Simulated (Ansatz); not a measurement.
# How fast states decay through H3BrF, part 2 of 4

A new crystal, H3BrF: structure, gap and complex bands. It is built by putting Br for part of the F in the H3F2 structure of space group P1, with the volume rescaled by atomic radii. The parent structure comes from the Materials Project.

Ansatz 0.2.0; LDA DFT, plane waves, PAW files (the session's first sound run).

So far: Starting point; Cell and atoms at rest.

The structure was built from a prototype and need not be the compound's stable phase.

## Step 2: Cell and atoms at rest (continued)

Relaxation path (22 of 40):

| step | energy less that of the first step (eV) | largest force component (eV/Å) | pressure (GPa) | volume (Å³) |
| --- | --- | --- | --- | --- |
| 1 | 0.0000 | 8.8514 | 3.29 | 195.56 |
| 3 | -3.5062 | 2.9937 | -0.39 | 174.58 |
| 5 | -3.9635 | 0.3228 | -0.41 | 164.06 |
| 7 | -4.0177 | 0.1273 | -0.03 | 159.72 |
| 8 | -4.0333 | 0.4143 | -0.56 | 157.11 |
| 10 | -4.0668 | 0.1648 | -0.08 | 153.06 |
| 12 | -4.0867 | 0.2949 | -0.18 | 151.33 |
| 14 | -4.1020 | 0.0905 | -0.08 | 150.26 |
| 16 | -4.1181 | 0.1593 | -0.24 | 146.91 |
| 18 | -4.1332 | 0.0943 | 0.00 | 144.53 |
| 20 | -4.1381 | 0.1661 | 0.10 | 143.97 |
| 21 | -4.1435 | 0.0948 | -0.11 | 143.39 |
| 23 | -4.1543 | 0.0584 | -0.08 | 140.73 |
| 25 | -4.1591 | 0.0224 | 0.01 | 139.21 |
| 27 | -4.1588 | 0.0204 | 0.01 | 139.44 |
| 29* | -4.1350 | 0.0225 | -0.21 | 139.38 |
| 31 | -4.1446 | 0.0679 | -0.05 | 136.21 |
| 33 | -4.1457 | 0.0350 | 0.00 | 136.09 |
| 34 | -4.1454 | 0.0259 | 0.00 | 136.28 |
| 36 | -4.1458 | 0.0133 | 0.02 | 136.18 |
| 38 | -4.1413 | 0.0239 | -0.01 | 135.62 |
| 40* | -4.1401 | 0.0158 | 0.00 | 135.27 |

Relaxation steps marked * repeat the geometry before them on a plane-wave basis chosen anew for their cell, so energy and pressure can jump there. Other such steps can lie between the rows shown. Relaxation steps 13, 19, 31 were tried and not accepted.

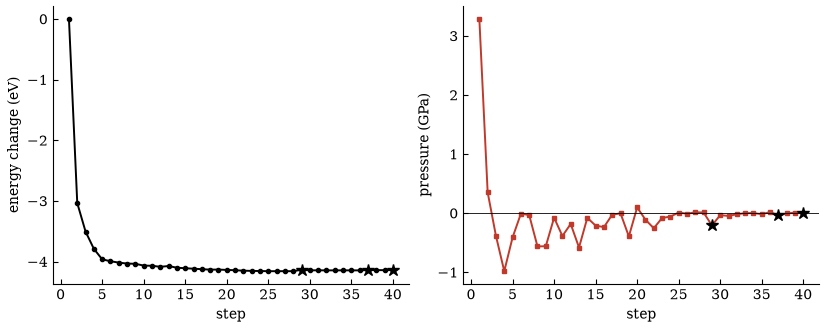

Energy and pressure along the relaxation. Stars mark steps on a basis chosen anew.

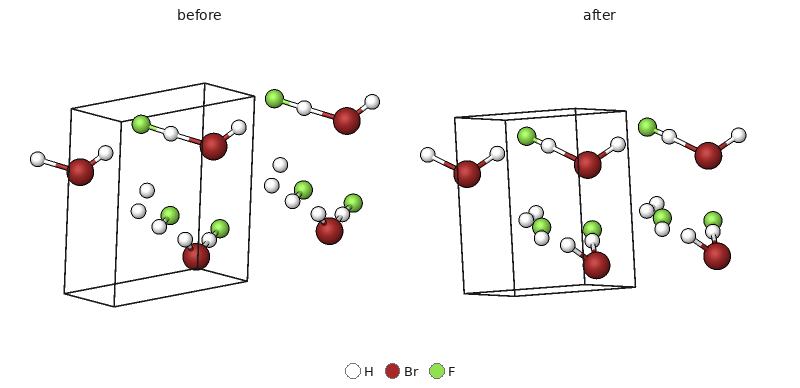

Before and after, at one scale.

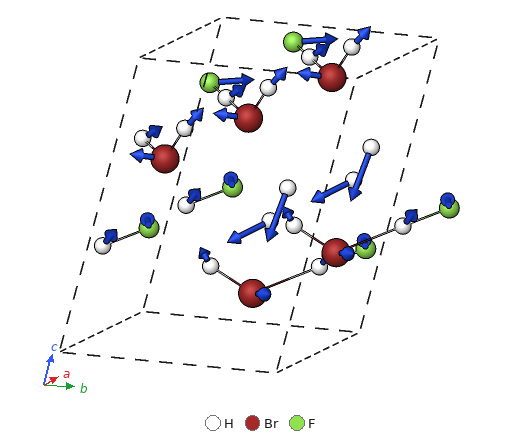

Displacements in the relaxation, exaggerated, measured against the changing cell; the longest in the cell stands for 0.85 Å. 2×1×1 cells are drawn. Some periodic images of atoms are drawn too.

| cell as run | before | after | change |
| --- | --- | --- | --- |
| a (Å) | 5.245 | 4.651 | -11.3 % |
| b (Å) | 5.316 | 4.535 | -14.7 % |
| c (Å) | 7.397 | 7.217 | -2.4 % |
| α (°) | 79.57 | 74.22 | -6.7 % |
| β (°) | 79.45 | 90.07 | +13.4 % |
| γ (°) | 77.15 | 68.33 | -11.4 % |
| volume (Å³/atom) | 19.56 | 13.53 | -30.8 % |

The atoms that moved most (Å, as changes of fractional coordinates times the final cell):

| atom | dx | dy | dz | length |
| --- | --- | --- | --- | --- |
| H4 | -0.023 | -0.251 | -0.812 | 0.850 |
| H3 | -0.041 | -0.601 | -0.384 | 0.714 |
| F8 | -0.499 | 0.158 | 0.273 | 0.591 |
| F10 | 0.155 | 0.556 | 0.093 | 0.585 |
| Br7 | 0.447 | 0.028 | -0.098 | 0.458 |
| Br9 | -0.021 | -0.411 | 0.000 | 0.412 |
| H2 | -0.135 | 0.228 | 0.272 | 0.380 |
| H5 | 0.278 | 0.122 | 0.227 | 0.379 |

The relaxed structure:

```cif
data_structure
_symmetry_space_group_name_H-M 'P 1'
_symmetry_Int_Tables_number 1
_cell_length_a 4.6508
_cell_length_b 4.5354
_cell_length_c 7.2173
_cell_angle_alpha 74.224
_cell_angle_beta 90.069
_cell_angle_gamma 68.330
_cell_volume 135.27
loop_
_atom_site_label
_atom_site_type_symbol
_atom_site_fract_x
_atom_site_fract_y
_atom_site_fract_z
_atom_site_occupancy
H1 H 0.75487 0.29156 0.24112 1
H2 H 0.72185 0.86040 0.27571 1
H3 H 0.30565 0.57410 0.41080 1
H4 H 0.33679 0.70180 0.45130 1
H5 H 0.23445 0.24479 0.78722 1
H6 H 0.64664 0.27597 0.81067 1
Br7 Br 0.87774 0.54484 0.12334 1
F8 F 0.65434 0.03592 0.34405 1
Br9 Br 0.01798 0.14296 0.68033 1
F10 F 0.44969 0.32765 0.87545 1
```

Numbers from this step:

| Item | Value |
| --- | --- |
| free energy | -7070.1000 eV |
| Fermi energy | 1.751 eV |
| pressure | -8.84e-4 GPa |

The largest force component on a free atom ends at 0.016 eV/Å.

## Step 3: Band edges

The energy window and the wavevectors of the next steps follow from the band edges, so these are searched first, off the mesh as well.

Input file input.yaml:

```yaml
crystal:
  lattice:
    - [4.6129974305, 0.3509010802, -0.4768207314]
    - [1.3865428705, 4.3108861654, 0.2515218881]
    - [0.6082517031, 1.4578514093, 7.0423159589]
  atoms:
    - { symbol: H, position: [0.7548716296, 0.2915605476, 0.2411230935] }
    - { symbol: H, position: [0.7218547887, 0.8603976471, 0.2757078752] }
    - { symbol: H, position: [0.3056500245, 0.5741024719, 0.4108031661] }
    - { symbol: H, position: [0.3367911846, 0.701801393, 0.4513042266] }
    - { symbol: H, position: [0.2344546726, 0.244788008, 0.7872242027] }
    - { symbol: H, position: [0.6466396604, 0.2759666761, 0.8106682914] }
    - { symbol: Br, position: [0.8777374213, 0.5448402998, 0.1233354219] }
    - { symbol: F, position: [0.6543437798, 1.0359205929, 0.3440482457] }
    - { symbol: Br, position: [1.0179822985, 0.1429621795, 0.6803268816] }
    - { symbol: F, position: [0.4496885401, 0.3276531842, 0.8754495952] }
kpoints:
  mp_grid: { grid: [6, 6, 4] }
  band_path: { path: [VBM, CBM], npoints: 30 }
scf:
  occupations: { method: fixed }
hamiltonian:
  xc: lda
output:
  eigenvalues: true
  write_potential: true
  write_density: true
  volumetric_format: npy
```

Run with:

```bash
> ansatz run input.yaml --threads 2 --pin off --max-ram 4096MiB --backend cpu --events-out ev --progress --plain --runs-dir out
```

Numbers of over 12 decimals in the logs are rounded to 6 here.

The program printed:

```text
[...]
Crystal: 10 atoms, lattice volume = 135.267 Å³
Basis set: ecut = 420 eV, 2657 PW (Γ)
Bands: 27, of which v1, the nominal top of the filled ones, is band 17 counted from 1 (16 counted from 0)
Symmetry: 1 space group operations
[...]
k-points: 76 of 144 (time reversal used)
[...]
SCF iter   1: F=—  HF=-7070.132195 eV  |F-HF|=—  |Δ(HF+E_count)|=         —  Δρ=1.06e-2  dr2=1.17e-1  ethr=1.77e-3  ⟨swp⟩=5.3  Hψ=8623  notcnv=0  defer=604
[...]
SCF iter   8: F=-7070.100005 eV  HF=-7070.100005 eV  |F-HF|=2.83e-9  |Δ(HF+E_count)|=   4.91e-8  Δρ=3.38e-6  dr2=1.18e-8  ethr=2.94e-10  ⟨swp⟩=1.4  Hψ=5256  notcnv=0
SCF 1 converged in 8 iterations: F = -7070.100005 eV  dr2 = 1.18e-8
[...]
NSCF: frozen V_eff on 112 k-points
[...]
SCF converged after 8 iterations
Free energy (F): -7070.100005 eV
[...]
Internal energy: -7070.100005 eV  (E = F + TS)
E sigma→0 (E₀):  -7070.100005 eV
Fermi energy:    -1.080081 eV
[...]
--- Band table (eV; the first three rows and the last of 76) ---
  k-point 0: bands = [... 13 lower, -2.1888, -1.7528, -1.5537, -1.0801, 4.5813, 5.7054, 6.9967, 7.1104, ... 6 higher]
  k-point 1: bands = [... 13 lower, -2.2221, -1.7247, -1.5081, -1.1982, 4.6280, 5.6992, 6.9481, 7.1309, ... 6 higher]
  k-point 2: bands = [... 13 lower, -2.2548, -1.6768, -1.4405, -1.3590, 4.6776, 5.6827, 6.9143, 7.1401, ... 6 higher]
  k-point 75: bands = [... 13 lower, -2.1886, -1.9981, -1.6286, -1.2958, 4.9988, 5.6959, 7.0247, 7.1086, ... 6 higher]
```

Elapsed: 51 s, on 2 threads of Arm Neoverse V2, shared host; peak memory 0.46 GiB; 1.7 min of CPU time.

Numbers from this step:

```
Fermi energy        : -1.080 eV
gap on the k-mesh   : 5.661 eV
gap on path         : 5.659 eV, by band count; negative where bands overlap
direct gap on path  : 5.661 eV
edge places on path : 0, 0.2101 1/A along the path
```

Electronic bands along the path, in eV, zero at the Fermi level (highest filled level under fixed occupations); v1 is the highest filled band, c1 the lowest empty one:

| point | v4 | v3 | v2 | v1 | c1 | c2 | c3 |
| --- | --- | --- | --- | --- | --- | --- | --- |
| VBM | -1.23 | -0.61 | -0.47 | 0.00 | 5.78 | 6.90 | 7.95 |
| CBM | -1.11 | -0.67 | -0.47 | 0.00 | 5.66 | 6.79 | 8.08 |

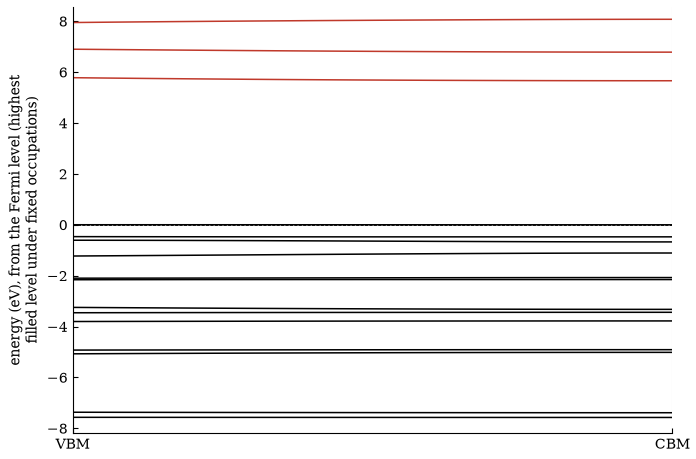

Electronic bands along the path; lines of filled and empty bands in two colours.

The searched edges give 5.66 eV, against 5.66 eV on the mesh.

## Step 4: Complex bands, plane (010), k-mesh 4×6×6

This step: LDA DFT, plane waves, PAW files; complex bands by layer matching along the plane's normal (Ansatz 0.2.0).

The same crystal is laid in a cell whose first two vectors span the (010) plane (indices of the standard conventional cell, whose axes can be ordered otherwise than in the bulk input). At fixed energy and wavevector in the plane the solver finds all kz, real and complex. A few wavevectors are listed, (0, 0) and (0.1042, -0.0625) in units of the plane's reciprocal vectors; the slowest state needn't be among them.

Input file input.yaml:

```yaml
crystal:
  lattice:
    - [7.217306626, 0.0, 0.0]
    - [-0.005611105, 4.650828247, 0.0]
    - [1.233049336, 1.676217829, 4.029812284]
  atoms:
    - { symbol: H, position: [0.2411230935, 0.7548716296, 0.2915605476] }
    - { symbol: H, position: [0.2757078752, 0.7218547887, 0.8603976471] }
    - { symbol: H, position: [0.4108031661, 0.3056500245, 0.5741024719] }
    - { symbol: H, position: [0.4513042266, 0.3367911846, 0.701801393] }
    - { symbol: H, position: [0.7872242027, 0.2344546726, 0.244788008] }
    - { symbol: H, position: [0.8106682914, 0.6466396604, 0.2759666761] }
    - { symbol: Br, position: [0.1233354219, 0.8777374213, 0.5448402998] }
    - { symbol: F, position: [0.3440482457, 0.6543437798, 0.0359205929] }
    - { symbol: Br, position: [0.6803268816, 0.0179822985, 0.1429621795] }
    - { symbol: F, position: [0.8754495952, 0.4496885401, 0.3276531842] }
kpoints:
  mp_grid: { grid: [4, 6, 6] }
scf:
  occupations: { method: fixed }
hamiltonian:
  xc: lda
output:
  eigenvalues: true
  transmission:
    leads: [[0, 0]]
    kpoints: [[0.0, 0.0], [0.1042, -0.0625]]
    e_range: [-1.0, 6.66]
    de: 0.19
```

The program printed:

```text
[...]
Crystal: 10 atoms, lattice volume = 135.267 Å³
Basis set: ecut = 420 eV, 2657 PW (Γ)
Bands: 27, of which v1, the nominal top of the filled ones, is band 17 counted from 1 (16 counted from 0)
Symmetry: 1 space group operations
[...]
k-points: 76 of 144 (time reversal used)
[...]
SCF iter   1: F=—  HF=-7070.132283 eV  |F-HF|=—  |Δ(HF+E_count)|=         —  Δρ=1.06e-2  dr2=1.17e-1  ethr=1.77e-3  ⟨swp⟩=5.4  Hψ=8631  notcnv=0  defer=605
[...]
SCF iter   8: F=-7070.100005 eV  HF=-7070.100005 eV  |F-HF|=1.96e-9  |Δ(HF+E_count)|=   6.28e-8  Δρ=3.54e-6  dr2=1.52e-8  ethr=2.94e-10  ⟨swp⟩=1.6  Hψ=5216  notcnv=0
SCF 1 converged in 8 iterations: F = -7070.100005 eV  dr2 = 1.52e-8
[...]
transmission: 8 of 16 steps passed
transmission: 16 of 16 steps passed
SCF converged after 8 iterations
Free energy (F): -7070.100005 eV
[...]
Internal energy: -7070.100005 eV  (E = F + TS)
E sigma→0 (E₀):  -7070.100005 eV
Fermi energy:    -1.080085 eV
[...]
--- Band table (eV; the first three rows and the last of 76) ---
  k-point 0: bands = [... 13 lower, -2.1888, -1.7528, -1.5537, -1.0801, 4.5813, 5.7054, 6.9967, 7.1104, ... 6 higher]
  k-point 1: bands = [... 13 lower, -2.2804, -1.7220, -1.5165, -1.1340, 4.7635, 5.8837, 6.7285, 7.0322, ... 6 higher]
  k-point 2: bands = [... 13 lower, -2.3632, -1.7392, -1.4845, -1.2688, 5.1198, 5.8158, 6.7137, 7.0485, ... 6 higher]
  k-point 75: bands = [... 13 lower, -2.1886, -1.9981, -1.6286, -1.2958, 4.9988, 5.6959, 7.0247, 7.1086, ... 6 higher]
--- Transmission ---
  basis      : 295 plane waves across, 8 finite elements along
  points     : 2, as listed
  energies   : 41 from -1.000000 to 6.600000 eV about the Fermi level, 0.190000 eV apart; the leads are filled to 2.830711 eV, and channels, transmission and decay are at 2.800000 eV
  crystal 0  : H6F2Br2, at the sites [0, 0], period 4.0298 Å: whole cells are its period
    offset         : up to 0.0000 Å between an atom of the period and one for which it stands
    channels       : 0.000000e0 a spin
    conductance    : none, the energies end too early or step too widely for 300 K: set another output.transmission.e_range or a lower de, or, where they end at an eighth of basis.ecutwfc, a higher one
    slowest decay  : 0.5987 /Å at (0.0000, 0.0000)
```

The job ended after 55 s (2 threads; peak memory 0.8 GiB; 94 s of CPU time).

Numbers from this step:

| Quantity | Value |
| --- | --- |
| level to which the leads are filled | 2.831 eV from the Fermi level |
| decay constant at the filling level, zone centre | 0.5987 Å⁻¹ |
| decay constant at the filling level, slowest listed point | 0.5987 Å⁻¹ |

K parallel (0, 0); values up to 1.5 1/Å, a degenerate pair printed once or twice; energies at which all values exceed this have no row. The Im kz of the slowest decaying states by energy, zero at the highest filled level on the SCF mesh:

| energy (eV) | decay 1 (Å⁻¹) | decay 2 (Å⁻¹) | decay 3 (Å⁻¹) | decay 4 (Å⁻¹) |
| --- | --- | --- | --- | --- |
| -1.00 | 0.189 | 0.262 | 0.501 | 0.626 |
| -0.05 | 0.443 | 0.502 | 0.509 | 0.833 |
| 1.09 | 0.547 | 0.682 | 0.776 | 0.928 |
| 2.04 | 0.593 | 0.715 | 0.818 | 0.968 |
| 2.99 | 0.597 | 0.703 | 0.850 | 0.873 |
| 3.94 | 0.567 | 0.650 | 0.724 | 0.861 |
| 5.08 | 0.459 | 0.526 | 0.605 | 0.789 |
| 6.03 | 0.306 | 0.390 | 0.629 | 0.663 |

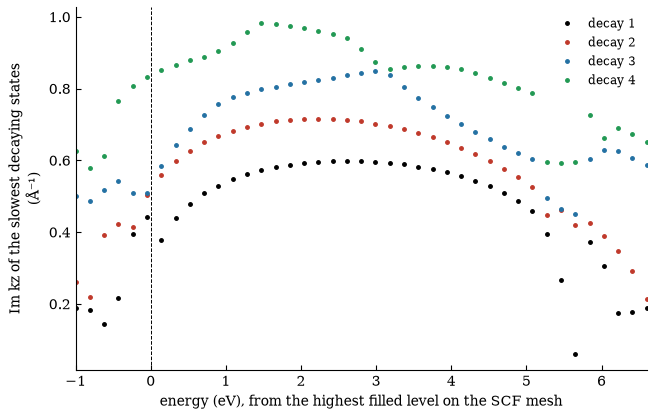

Im kz of the slowest decaying states, plotted against energy.

K parallel (0.1042, -0.0625); values up to 1.5 1/Å, a degenerate pair printed once or twice; energies at which all values exceed this have no row. Table of Im kz of the slowest decaying states by energy, zero at the highest filled level on the SCF mesh:

| energy (eV) | decay 1 (Å⁻¹) | decay 2 (Å⁻¹) | decay 3 (Å⁻¹) | decay 4 (Å⁻¹) |
| --- | --- | --- | --- | --- |
| -1.000 | 0.173 | 0.269 | 0.486 | 0.535 |
| -0.430 | 0.148 | 0.260 | 0.429 | 0.522 |
| -0.050 | 0.490 | 0.504 | 0.505 | 0.570 |
| 0.520 | 0.466 | 0.524 | 0.622 | 0.730 |
| 1.090 | 0.543 | 0.581 | 0.672 | 0.758 |
| 1.470 | 0.571 | 0.604 | 0.688 | 0.767 |
| 2.040 | 0.594 | 0.624 | 0.697 | 0.778 |
| 2.420 | 0.600 | 0.629 | 0.694 | 0.784 |
| 2.990 | 0.599 | 0.628 | 0.680 | 0.790 |
| 3.560 | 0.586 | 0.615 | 0.654 | 0.760 |
| 3.940 | 0.570 | 0.600 | 0.630 | 0.714 |
| 4.510 | 0.534 | 0.554 | 0.580 | 0.659 |
| 5.080 | 0.424 | 0.501 | 0.509 | 0.634 |
| 5.460 | 0.262 | 0.443 | 0.487 | 0.619 |
| 6.030 | 0.277 | 0.405 | 0.564 | 0.589 |
| 6.410 | 0.127 | 0.200 | 0.307 | 0.508 |

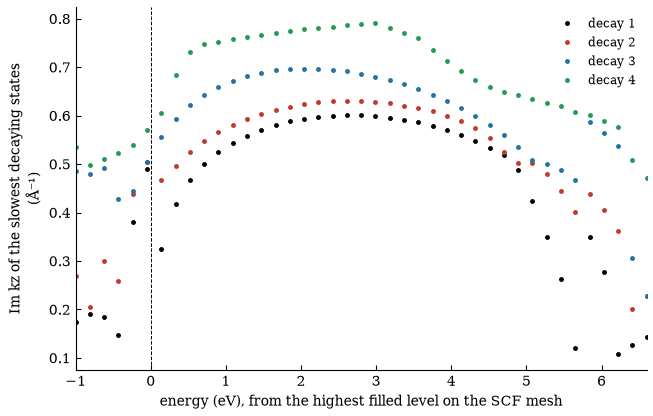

Im kz of the slowest decaying states, plotted against energy.

At the listed wavevectors the last open channel is at -0.05 eV and the next at +5.84 eV on the grid. At +2.80 eV, the grid energy nearest the filling level (the middle of the gap on the SCF mesh), the slowest state at the listed wavevectors decays with κ = 0.599 Å⁻¹, its amplitude falling by e over 1.7 Å. Through 1 nm of this crystal that state's transmission falls by exp(−2 × 0.599 Å⁻¹ × 10 Å) = 6.3e-6.

(Part 2 of 4 ends here.)

[Logs are printed without paths, hosts, clocks, repeated set-up lines and the standing remarks that a program may print on its own settings, such as how far it seeks lower states.]

[Hosts, paths, dates, database ids (printed as entryN), source tags and the programs' standing remarks are cut or masked in the printed files.]

[New means built here by substitution; the compound itself may be known and measured.]
